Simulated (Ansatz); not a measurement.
# Work function of Ca(111): what the settings cost and change

Aim: the work function of Ca(111) across levels of theory at one geometry.

Main program and level: Ansatz 0.2.0; plane-wave DFT, PBE, Ansatz PAW, in the first sound run; inputs show where later runs differ.

## Step 1: Starting point

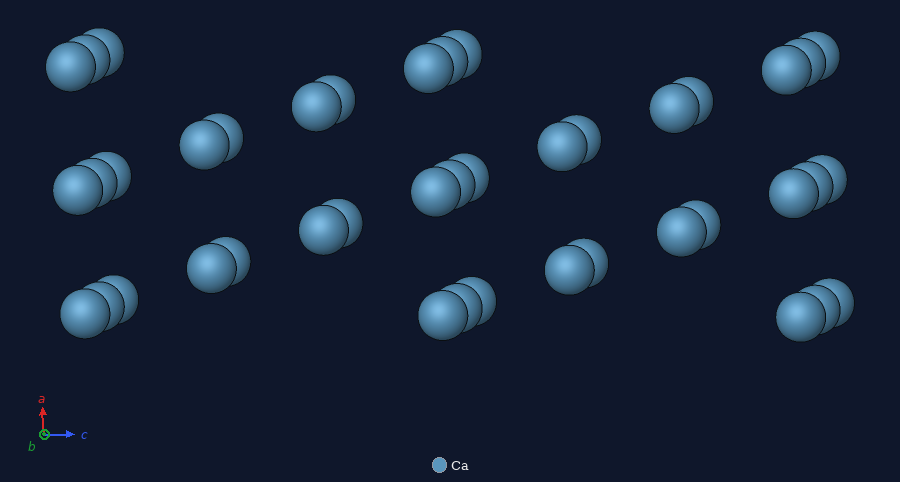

The starting structure, seen from the side, with the c axis across the page (calcium blue). 2×2×1 cells are drawn. Some periodic images of atoms are drawn too.

The cell holds 7 atoms: 7 Ca. Cell: a = 3.946 Å, b = 3.946 Å, c = 37.330 Å, α = 90.0°, β = 90.0°, γ = 60.0°. Vacuum lies along c.

## Step 2: Run, setting PBE, Ansatz PAW (420 eV)

A work function rests on the faint tail of the density, so the SCF threshold is tight. PBE on the default files comes first; the next runs keep the geometry and change functional or files, each at the cutoff that its files recommend; a relaxation and, for heavy metals, spin-orbit coupling close the ladder.

Input file input.yaml:

```yaml
crystal:
  lattice:
    - [3.945655839, 0.0, 0.0]
    - [1.9728279195, 3.4170381912, 0.0]
    - [0.0, 0.0, 37.3296870125]
  atoms:
    - { symbol: Ca, position: [0.0, 0.0, 0.2410949762] }
    - { symbol: Ca, position: [0.3333333333, 0.3333333333, 0.3273966508] }
    - { symbol: Ca, position: [0.6666666667, 0.6666666667, 0.4136983254] }
    - { symbol: Ca, position: [0.0, 0.0, 0.5] }
    - { symbol: Ca, position: [0.3333333333, 0.3333333333, 0.5863016746] }
    - { symbol: Ca, position: [0.6666666667, 0.6666666667, 0.6726033492] }
    - { symbol: Ca, position: [0.0, 0.0, 0.7589050238] }
kpoints:
  mp_grid: { grid: [12, 12, 1] }
hamiltonian:
  xc: pbe
scf:
  occupations: { method: fermi_dirac, width: 0.1 }
  convergence: { dr2_threshold: 1.0e-09 }
efield:
  axis: 3
  dipole_correction: true
  ramp_position: 0.97
  ramp_width: 0.06
output:
  write_potential: true
  write_density: true
  volumetric_format: npy
  elf: true
```

On the command line:

```sh
$ ansatz run input.yaml --threads 2 --pin off --max-ram 3072MiB --backend cpu --events-out ev --progress --plain --runs-dir out
```

Numbers of over 12 decimals in the logs are rounded to 6 here.

Output:

```text
Engine: ansatz 0.2.0, aarch64-unknown-linux-gnu
Pseudopotentials: kind: paw
Pseudopotential: Ca, paw, valence charge 10, recommended cutoff 420 eV (normal), Ca.paw.azcp
Functional definition: PBE
  parameter kappa = 0.804
  parameter beta = 0.066725
  exchange = pbe_x(kappa = kappa, mu = beta*pi^2/3)
  correlation = pbe_c(beta = beta)
Crystal: 7 atoms, lattice volume = 503.296 Å³
Basis set: ecut = 420 eV, 9977 PW (Γ)
Bands: 42, of which v1, the nominal top of the filled ones, is band 35 counted from 1 (34 counted from 0)
Symmetry: 6 space group operations
k-points: 19 of 144 (time reversal used)
Non-local potential: Ca, projectors of the file, l = 0: 3, l = 1: 2, l = 2: 2
PAW form: soft (Blöchl's): semilocal exchange-correlation on the pseudo side does not see the compensation charge
PAW one-centre angular grid: Ca, 110 points (default); XC on 64 Gauss nodes
Initial density: superposition of atomic densities (neutral atoms: chi_scale 0, normalization atom), corrected by the library's trained network
Initial wavefunctions: pseudopotential atomic-orbital guess
Functional: x = pbe(κ = 0.804, μ = 0.219515), c = pbe(β = 0.066725)
SCF iter   1: F=—  HF=-12717.444520 eV  |F-HF|=—  |Δ(HF+E_count)|=         —  Δρ=2.82e-3  dr2=4.14e0  ethr=1.77e-3  p=0.000 e·Å  D=6.89e-14 V/Å  ΔV_dip=-0.00 eV  dr2_dipole=6.86e-9  V_vac-E_F(+/−)=2.81/2.81 eV  ⟨swp⟩=15.5  Hψ=10536  notcnv=0
efield: sawtooth ramp at fractional position 0.9700 (set: `efield.ramp_position`, or a place that a band, a saddle search or an elastic batch's reference lends), width 0.0600; the density the first Hamiltonian is built on has a dipole p = 0.000 e·Å; the dipole correction subtracts the counter field D = 6.89e-14 V/Å, which shifts the + side's vacuum level by -0.00 eV against the − side's; the planar-averaged density in the ramp window peaks in size at 2.6e-6 e/Å³
automatic band count: the SCF goes on with 49 bands, as 42 were too few: the levels above may hold too much charge
preconditioner: auto → LDOS  [metal: Δε(μ)=0.010 eV  Ē_g=2.383 eV  σ=0.100 eV  W_gap=0.02  n_scr=76 (ndim 8)  ℏωp=6.2 eV  f_vac=0.357  D(μ)=10.07/eV (n_scr^D=52)  β→1.0]
SCF iter   2: F=—  HF=-12717.385957 eV  |F-HF|=—  |Δ(HF+E_count)|=   5.86e-2  Δρ=7.95e-4  dr2=1.90e-2  ethr=1.77e-3  p=-0.000 e·Å  D=-2.45e-6 V/Å  ΔV_dip=0.00 eV  dr2_dipole=2.09e-8  V_vac-E_F(+/−)=2.97/2.97 eV  ⟨swp⟩=1.6  Hψ=1095  notcnv=0
SCF iter   3: F=—  HF=-12717.386255 eV  |F-HF|=—  |Δ(HF+E_count)|=   2.98e-4  Δρ=7.03e-4  dr2=9.60e-3  ethr=2.72e-5  p=-0.000 e·Å  D=-7.56e-7 V/Å  ΔV_dip=0.00 eV  dr2_dipole=8.50e-11  V_vac-E_F(+/−)=2.97/2.97 eV  ⟨swp⟩=2.4  Hψ=1503  notcnv=0
SCF iter   4: F=—  HF=-12717.385343 eV  |F-HF|=—  |Δ(HF+E_count)|=   9.12e-4  Δρ=1.29e-4  dr2=1.90e-4  ethr=1.37e-5  p=-0.000 e·Å  D=-7.33e-7 V/Å  ΔV_dip=0.00 eV  dr2_dipole=7.27e-10  V_vac-E_F(+/−)=2.98/2.98 eV  ⟨swp⟩=2.0  Hψ=1053  notcnv=0
SCF iter   5: F=—  HF=-12717.385360 eV  |F-HF|=—  |Δ(HF+E_count)|=   1.74e-5  Δρ=2.71e-5  dr2=1.44e-5  ethr=2.72e-7  p=-0.000 e·Å  D=-2.98e-7 V/Å  ΔV_dip=0.00 eV  dr2_dipole=1.55e-12  V_vac-E_F(+/−)=2.99/2.99 eV  ⟨swp⟩=2.2  Hψ=1598  notcnv=0
SCF iter   6: F=—  HF=-12717.385359 eV  |F-HF|=—  |Δ(HF+E_count)|=   1.30e-6  Δρ=1.14e-5  dr2=1.23e-6  ethr=2.05e-8  p=-0.000 e·Å  D=-1.37e-7 V/Å  ΔV_dip=0.00 eV  dr2_dipole=1.01e-12  V_vac-E_F(+/−)=2.99/2.99 eV  ⟨swp⟩=2.4  Hψ=1549  notcnv=0
SCF iter   7: F=—  HF=-12717.385276 eV  |F-HF|=—  |Δ(HF+E_count)|=   8.31e-5  Δρ=4.29e-6  dr2=1.69e-7  ethr=1.76e-9  p=-0.000 e·Å  D=-8.20e-8 V/Å  ΔV_dip=0.00 eV  dr2_dipole=8.00e-13  V_vac-E_F(+/−)=2.99/2.99 eV  ⟨swp⟩=2.0  Hψ=1533  notcnv=0
SCF iter   8: F=—  HF=-12717.385276 eV  |F-HF|=—  |Δ(HF+E_count)|=   6.91e-9  Δρ=8.30e-7  dr2=2.18e-8  ethr=2.42e-10  p=-0.000 e·Å  D=-3.56e-8 V/Å  ΔV_dip=0.00 eV  dr2_dipole=4.47e-13  V_vac-E_F(+/−)=2.99/2.99 eV  ⟨swp⟩=2.0  Hψ=1377  notcnv=0
SCF iter   9: F=—  HF=-12717.385276 eV  |F-HF|=—  |Δ(HF+E_count)|=   7.28e-9  Δρ=3.75e-7  dr2=3.39e-9  ethr=3.12e-11  p=-0.000 e·Å  D=-1.48e-8 V/Å  ΔV_dip=0.00 eV  dr2_dipole=1.59e-12  V_vac-E_F(+/−)=2.99/2.99 eV  ⟨swp⟩=2.5  Hψ=1400  notcnv=0
SCF iter  10: F=-12717.385276 eV  HF=-12717.385276 eV  |F-HF|=1.16e-10  |Δ(HF+E_count)|=  4.18e-10  Δρ=1.23e-7  dr2=2.87e-10  ethr=1.43e-12  p=-0.000 e·Å  D=-5.12e-11 V/Å  ΔV_dip=0.00 eV  dr2_dipole=8.56e-14  V_vac-E_F(+/−)=2.99/2.99 eV  ⟨swp⟩=13.4  Hψ=3233  notcnv=0
SCF 1 converged in 10 iterations: F = -12717.385276 eV  dr2 = 2.87e-10
  greatest PAW one-centre occupation: 0.996 electrons in one spin orbital (limit 2), on the Ca atom at site 0 (counted from 0), in its partial waves of l = 0
WARN: The output density's exchange-correlation potential varies sharply where the density is thin. Do not read a vacuum level from v_tot or v_xc, or from such a field of the output density. On a cell that repeats whose density bears no net charge and no dipole along the vacuum's axis use v_es (v_loc + v_h of the components); under efield.dipole_correction with no amplitude use v_es + v_field, which holds any externa [...]
SCF converged after 10 iterations
Free energy (F): -12717.385276 eV
Harris-Foulkes:  -12717.385276 eV  (|F-HF|=1.16e-10)
Internal energy: -12717.078496 eV  (E = F + TS)
E sigma→0 (E₀):  -12717.231886 eV
Entropy (-TS):   -0.306780 eV (-43.826 meV/atom)
Fermi energy:    1.768862 eV
Dipole field:    D = 0.000000 V/Å  (p = 0.000001 e·Å, saw-weighted, corrected)
Work function:   Φ+ = 2.9947 eV   Φ− = 2.9947 eV
Levels:          The Fermi level and band energies are counted from a zero that moves with the ramp; work functions are not
--- Per-component energies (eV) ---
  E_band       = -1458.622358
  E_kinetic    = 1925.452830
  E_local      = -38852.248541  (includes V_loc(G=0)·N_el)
  E_nonlocal   = 445.376404
  E_hartree    = 18328.519424
  E_xc         = -949.351239
  E_vxc        = -1183.125002  (∫ρ·V_xc dr)
  E_paw        = -6007.534805  (= ΣΔE_a)
  E_vpaw       = -451.119602  (= ΣTr[D̂ρ^β])
  E_aug_tail   = -0.000042  (compensation charges beyond the density's cutoff)
  E_efield     = 0.000000  (sawtooth field / dipole correction)
  E_vefield    = 0.000000  (∫n·V_field dr)
  E_ewald      = 12392.707474
  E_smearing   = -0.306780  (= −TS)
  E_closure    = -0.000000  (closes the sum)
  Σ components = -12717.385276   (vs F -12717.385276, Δ=0.00e0)
--- Band table (eV; the first three rows and the last of 19) ---
  k-point 0: bands = [... 31 lower, -1.2134, -0.6824, -0.0942, 0.4748, 1.6354, 1.9416, 2.3187, 2.6631, ... 10 higher]
  k-point 1: bands = [... 31 lower, -1.1158, -0.5870, -0.0003, 0.5702, 1.6555, 1.9773, 2.3539, 2.6878, ... 10 higher]
  k-point 2: bands = [... 31 lower, -0.8305, -0.3098, 0.2699, 0.8415, 1.7166, 2.0792, 2.4461, 2.7419, ... 10 higher]
  k-point 18: bands = [... 31 lower, 1.6753, 1.6753, 1.7049, 1.8330, 1.8330, 1.9698, 2.0910, 2.0910, ... 10 higher]
```

Elapsed: 80 s, on 2 threads of Arm Neoverse N1, shared host; peak memory 0.87 GiB.

Reading the cycles: dr2 is the Hartree energy of the density residual (eV), the measure of convergence; HF is the Harris–Foulkes estimate of the energy, which meets the free energy F at convergence.

Numbers from this step:

```
energy at zero smearing   : -12717.2319 eV
work function, upper face : 2.995 eV
```

Running mean over 3.222 Å of the planar mean; the ramp of the sawtooth is left out. Electron's electrostatic potential energy less the Fermi level against z:

```csv
z (Å),electron's electrostatic potential energy less the Fermi level (eV)
5.0,2.94
7.5,-0.787
10.0,-2.88
12.5,-2.81
15.0,-2.81
17.5,-2.80
20.0,-2.80
22.5,-2.81
25.0,-2.81
27.5,-2.90
30.0,-0.133
32.5,2.95
```

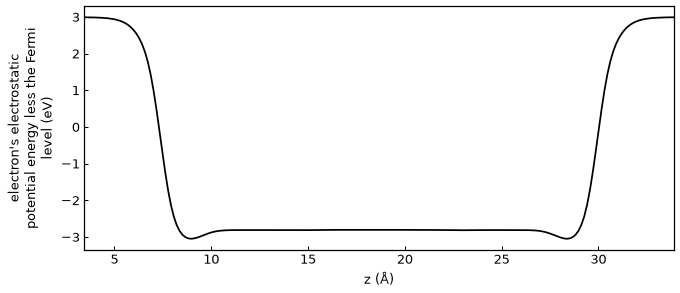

Electron's electrostatic potential energy less the Fermi level against z.

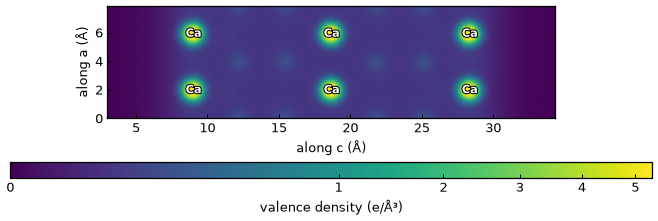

Valence density in the ca plane at fractional y = 0.000, with atoms of Ca within 0.2 Å of it. It is the smooth field of the valence electrons, not physical close to the nuclei. The map starts off the cell's origin, so that atoms lie inside it. The colour scale is stretched toward low values. The far vacuum is left out of the map.

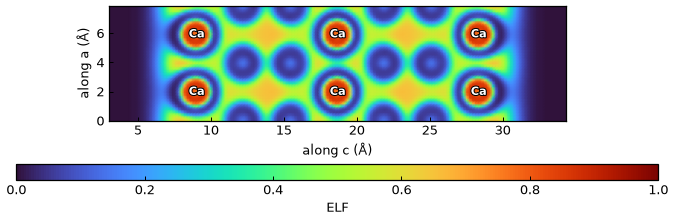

ELF in the ca plane at fractional y = 0.000, with atoms of Ca within 0.2 Å of it. It is the smooth field of the valence electrons, not physical close to the nuclei. The map starts off the cell's origin, so that atoms lie inside it. The far vacuum is left out of the map.

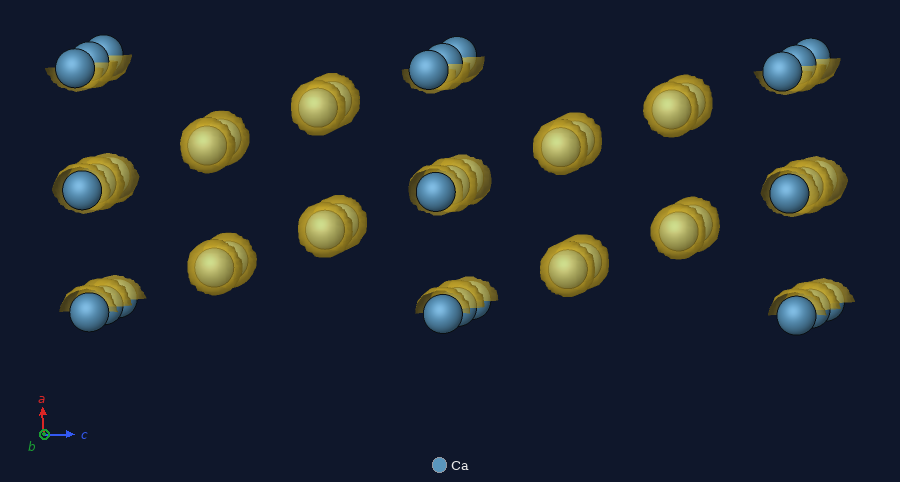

Surface of ELF = 0.79. 2×2×1 cells are drawn.

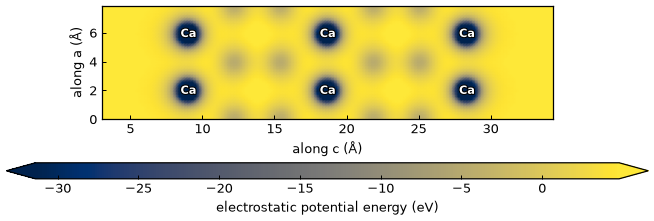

Electrostatic potential energy in the ca plane at fractional y = 0.000, with atoms of Ca within 0.2 Å of it. With pseudopotentials it is smooth inside the atoms' cores, unlike the true potential. The map starts off the cell's origin, so that atoms lie inside it. The far vacuum is left out of the map.

The work function is 2.995 eV.

## Step 3: Run

This step: plane-wave DFT, LDA, Ansatz PAW (Ansatz 0.2.0).

Changes to input.yaml since step 2:

```diff
@@ -16,3 +16,3 @@
 hamiltonian:
-  xc: pbe
+  xc: lda
 scf:
@@ -29,2 +29 @@
   volumetric_format: npy
-  elf: true
```

Output:

```text
[...]
Crystal: 7 atoms, lattice volume = 503.296 Å³
Basis set: ecut = 420 eV, 9977 PW (Γ)
Bands: 42, of which v1, the nominal top of the filled ones, is band 35 counted from 1 (34 counted from 0)
Symmetry: 6 space group operations
k-points: 19 of 144 (time reversal used)
[...]
k-point 1: bands = [... 31 lower, -1.2750, -0.7489, -0.1689, 0.3840, 1.5391, 1.8207, 2.1637, 2.4722, ... 10 higher]
  k-point 2: bands = [... 31 lower, -0.9883, -0.4698, 0.1042, 0.6598, 1.5884, 1.9115, 2.2482, 2.5200, ... 10 higher]
  k-point 18: bands = [... 31 lower, 1.5099, 1.5099, 1.5530, 1.6645, 1.6645, 1.7740, 1.9013, 1.9013, ... 10 higher]
[key lines of the parts left out:]
SCF converged after 10 iterations
Free energy (F): -12407.248947 eV
Fermi energy:    1.605921 eV
Dipole field:    D = -0.000000 V/Å  (p = -0.000001 e·Å, saw-weighted, corrected)
Work function:   Φ+ = 3.0911 eV   Φ− = 3.0911 eV
```

The job ended after 83 s (2 threads; peak memory 0.84 GiB; 2.4 min of CPU time).

The work function is 3.091 eV, +0.096 eV from the run “PBE, Ansatz PAW (420 eV)”, at 1.0 times its CPU time.

## Step 4: Run

This step: plane-wave DFT, PBEsol, Ansatz PAW (Ansatz 0.2.0).

Changes to input.yaml since step 3:

```diff
@@ -16,3 +16,3 @@
 hamiltonian:
-  xc: lda
+  xc: pbesol
 scf:
```

Output:

```text
[...]
Crystal: 7 atoms, lattice volume = 503.296 Å³
Basis set: ecut = 420 eV, 9977 PW (Γ)
Bands: 42, of which v1, the nominal top of the filled ones, is band 35 counted from 1 (34 counted from 0)
Symmetry: 6 space group operations
k-points: 19 of 144 (time reversal used)
[...]
k-point 1: bands = [... 31 lower, -1.1750, -0.6464, -0.0607, 0.5067, 1.6043, 1.9203, 2.2964, 2.6308, ... 10 higher]
  k-point 2: bands = [... 31 lower, -0.8893, -0.3686, 0.2104, 0.7793, 1.6649, 2.0217, 2.3879, 2.6839, ... 10 higher]
  k-point 18: bands = [... 31 lower, 1.6191, 1.6191, 1.6528, 1.7763, 1.7763, 1.9092, 2.0322, 2.0322, ... 10 higher]
[key lines of the parts left out:]
SCF converged after 10 iterations
Free energy (F): -12555.364765 eV
Fermi energy:    1.714107 eV
Dipole field:    D = 0.000000 V/Å  (p = 0.000001 e·Å, saw-weighted, corrected)
Work function:   Φ+ = 3.0289 eV   Φ− = 3.0290 eV
```

Wall time 83 s (2 threads); peak memory 0.86 GiB; 2.3 min of CPU time.

The work function is 3.029 eV, +0.034 eV from the run “PBE, Ansatz PAW (420 eV)”, at 1.00 times its CPU time.

## Step 5: Slab

This step: plane-wave DFT, RPBE, Ansatz PAW (Ansatz 0.2.0).

Changes to input.yaml since step 4:

```diff
@@ -16,3 +16,3 @@
 hamiltonian:
-  xc: pbesol
+  xc: rpbe
 scf:
```

Output:

```text
[...]
Crystal: 7 atoms, lattice volume = 503.296 Å³
Basis set: ecut = 420 eV, 9977 PW (Γ)
Bands: 42, of which v1, the nominal top of the filled ones, is band 35 counted from 1 (34 counted from 0)
Symmetry: 6 space group operations
k-points: 19 of 144 (time reversal used)
[...]
k-point 0: bands = [... 31 lower, -1.1174, -0.5859, 0.0047, 0.5817, 1.7010, 2.0274, 2.4186, 2.7723, ... 10 higher]
  k-point 1: bands = [... 31 lower, -1.0203, -0.4911, 0.0978, 0.6760, 1.7228, 2.0646, 2.4550, 2.7984, ... 10 higher]
  k-point 2: bands = [... 31 lower, -0.7361, -0.2153, 0.3660, 0.9442, 1.7887, 2.1712, 2.5504, 2.8556, ... 10 higher]
  k-point 18: bands = [... 31 lower, 1.7631, 1.7631, 1.7870, 1.9252, 1.9252, 2.0768, 2.1925, 2.1925, ... 10 higher]
[key lines of the parts left out:]
SCF converged after 10 iterations
Free energy (F): -12747.936682 eV
Fermi energy:    1.857280 eV
Dipole field:    D = 0.000000 V/Å  (p = 0.000001 e·Å, saw-weighted, corrected)
Work function:   Φ+ = 2.9354 eV   Φ− = 2.9354 eV
```

It took 81 s on 2 threads; peak memory 0.87 GiB; 2.3 min of CPU time.

The work function is 2.935 eV, -0.059 eV from the run “PBE, Ansatz PAW (420 eV)”, at 0.97 times its CPU time.

## Step 6: Slab

This step: plane-wave DFT, r2SCAN, Ansatz PAW (Ansatz 0.2.0).

Changes to input.yaml since step 5:

```diff
@@ -16,3 +16,3 @@
 hamiltonian:
-  xc: rpbe
+  xc: r2scan
 scf:
```

Output:

```text
[...]
Crystal: 7 atoms, lattice volume = 503.296 Å³
Basis set: ecut = 500 eV, 12707 PW (Γ), exchange–correlation on 120×120×1152 points (64 copies of the dense FFT grid, shifted against one another)
Bands: 42, of which v1, the nominal top of the filled ones, is band 35 counted from 1 (34 counted from 0)
Symmetry: 6 space group operations
[...]
k-point 1: bands = [... 31 lower, -1.3224, -0.7527, -0.1142, 0.5262, 1.5486, 1.9710, 2.4350, 2.8390, ... 10 higher]
  k-point 2: bands = [... 31 lower, -1.0205, -0.4602, 0.1689, 0.8062, 1.6378, 2.1023, 2.5475, 2.9070, ... 10 higher]
  k-point 18: bands = [... 31 lower, 1.6530, 1.6530, 1.6730, 1.8453, 1.8453, 2.0376, 2.1564, 2.1564, ... 10 higher]
[key lines of the parts left out:]
SCF converged after 11 iterations
Free energy (F): -12751.005707 eV
Fermi energy:    1.767049 eV
Dipole field:    D = -0.000000 V/Å  (p = -0.000000 e·Å, saw-weighted, corrected)
Work function:   Φ+ = 3.0693 eV   Φ− = 3.0693 eV
```

The job ended after 3 min (2 threads; peak memory 1.7 GiB).

The work function is 3.069 eV, +0.075 eV from the run “PBE, Ansatz PAW (420 eV)”, at 2.2 times its CPU time.

## Step 7: Slab

This step: plane-wave DFT, PBE, JTH PAW (Ansatz 0.2.0).

Changes to input.yaml since step 6:

```diff
@@ -16,3 +16,4 @@
 hamiltonian:
-  xc: r2scan
+  xc: pbe
+  pseudopotentials: { kind: paw, source: jth }
 scf:
```

Output:

```text
[...]
k-point 1: bands = [... 31 lower, -1.1053, -0.5765, 0.0103, 0.5811, 1.6657, 1.9882, 2.3654, 2.6997, ... 10 higher]
  k-point 2: bands = [... 31 lower, -0.8201, -0.2993, 0.2805, 0.8524, 1.7270, 2.0903, 2.4577, 2.7539, ... 10 higher]
  k-point 18: bands = [... 31 lower, 1.6862, 1.6862, 1.7157, 1.8440, 1.8440, 1.9810, 2.1023, 2.1023, ... 10 higher]
[key lines of the parts left out:]
SCF converged after 13 iterations
Free energy (F): -12715.720513 eV
Fermi energy:    1.779828 eV
Dipole field:    D = 0.000001 V/Å  (p = 0.000002 e·Å, saw-weighted, corrected)
Work function:   Φ+ = 2.9954 eV   Φ− = 2.9954 eV
```

It took 4.2 min on 2 threads; peak memory 2.1 GiB; 7.2 min of CPU time.

The work function is 2.995 eV, +0.001 eV from the run “PBE, Ansatz PAW (420 eV)”, at 3.1 times its CPU time.

## Step 8: Run

This step: plane-wave DFT, PBE, norm-conserving (Ansatz 0.2.0).

Changes to input.yaml since step 7:

```diff
@@ -17,3 +17,3 @@
   xc: pbe
-  pseudopotentials: { kind: paw, source: jth }
+  pseudopotentials: { kind: nc }
 scf:
```

Output:

```text
[...]
Crystal: 7 atoms, lattice volume = 503.296 Å³
Basis set: ecut = 925.187132 eV, 32045 PW (Γ)
Bands: 42, of which v1, the nominal top of the filled ones, is band 35 counted from 1 (34 counted from 0)
Symmetry: 6 space group operations
k-points: 19 of 144 (time reversal used)
[...]
k-point 1: bands = [... 31 lower, -1.0755, -0.5467, 0.0400, 0.6105, 1.6953, 2.0171, 2.3934, 2.7268, ... 10 higher]
  k-point 2: bands = [... 31 lower, -0.7903, -0.2695, 0.3101, 0.8817, 1.7564, 2.1189, 2.4854, 2.7807, ... 10 higher]
  k-point 18: bands = [... 31 lower, 1.7150, 1.7150, 1.7445, 1.8726, 1.8726, 2.0094, 2.1305, 2.1305, ... 10 higher]
[key lines of the parts left out:]
SCF converged after 12 iterations
Free energy (F): -7373.276781 eV
Fermi energy:    1.808570 eV
Dipole field:    D = 0.000001 V/Å  (p = 0.000003 e·Å, saw-weighted, corrected)
Work function:   Φ+ = 2.9945 eV   Φ− = 2.9946 eV
```

Run time: 5.5 min. Hardware: 2 threads; peak memory 2 GiB; 9.7 min of CPU time.

The work function is 2.995 eV, -0.000 eV from the run “PBE, Ansatz PAW (420 eV)”, at 4.1 times its CPU time.

(Part 1 of 2 ends here.)

[Logs are printed without paths, hosts, clocks, repeated set-up lines and the standing remarks that a program may print on its own settings, such as how far it seeks lower states.]

[Hosts, paths, dates, database ids (printed as entryN), source tags and the programs' standing remarks are cut or masked in the printed files.]

[Maps of the electrostatic potential energy from Ansatz leave out the sawtooth potential of an applied field or a dipole correction, so their vacuum need not be flat; planar profiles and work functions include it.]
